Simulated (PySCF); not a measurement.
# C5H9NOSi: electronic excitations

Aim: predict the electronic excitations of C5H9NOSi (`COC[C@]1(C#N)C[SiH2]1`).

The runs use PySCF 2.14.0, with density-fitted response routines of our own; the level of theory stands in each step. All values are computed, except where a source is named. Atoms are numbered from 0 throughout.

## (1) The starting structure

17 atoms, charge 0, multiplicity 1; geometry from: GFN2-xTB.

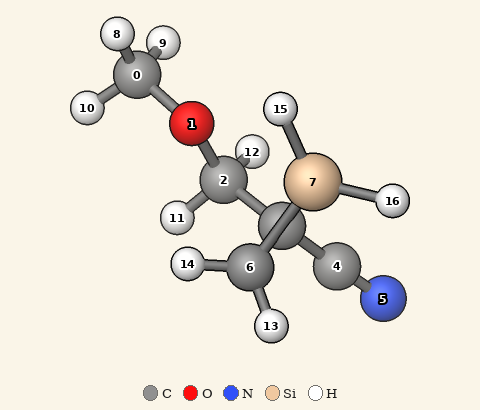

As it starts; carbon grey, oxygen red, nitrogen blue, silicon light orange, hydrogen white, atoms numbered; sticks join atoms by distance.

## (2) Ultraviolet spectrum: B3LYP/def2-SVPD

What the job is given:

```
{"job": {"kind": "uv", "xc": "B3LYP", "basis": "def2-SVPD", "nstates": 8, "ntriplets": 3}, "charge": 0, "multiplicity": 1}
C      2.481792    -0.749798    -0.174868
O      1.101716    -0.623007     0.041706
C      0.553750     0.572155    -0.462866
C     -0.928086     0.537954    -0.178845
C     -1.696557     1.405957    -0.973439
N     -2.342018     2.089451    -1.634211
C     -1.330132     0.404871     1.304311
Si    -1.660814    -1.165298     0.333856
H      2.778981    -1.707929     0.247113
H      2.717549    -0.731853    -1.246067
H      3.037788     0.055547     0.320847
H      1.031223     1.443296     0.019503
H      0.735064     0.649205    -1.547422
H     -2.150237     1.041098     1.612755
H     -0.495919     0.458614     1.990053
H     -0.804127    -2.321539     0.436649
H     -3.036972    -1.346694    -0.098986
```

Method: TDDFT B3LYP/def2-SVPD, vertical, gas phase, core orbitals frozen in the response.

Launch:

```console
> OMP_NUM_THREADS=1 python probes_run.py task.json out
```

One launch serves the whole session: the jobs run in the order shown.

What will the session give for the following? lowest singlet (B3LYP/def2-SVPD); lowest triplet. Wanted: lowest singlet; lowest triplet.

As calculated:

| quantity | value |
| --- | --- |
| lowest singlet (B3LYP/def2-SVPD) | 5.77 eV (215 nm), f = 0.173 |
| lowest triplet | 4.58 eV |

**Reading.** The first singlet state (HOMO→LUMO 0.90) lies at 5.77 eV and is bright. The lowest triplet lies 1.19 eV below the lowest singlet (triplets in Tamm-Dancoff, singlets in full TDDFT).
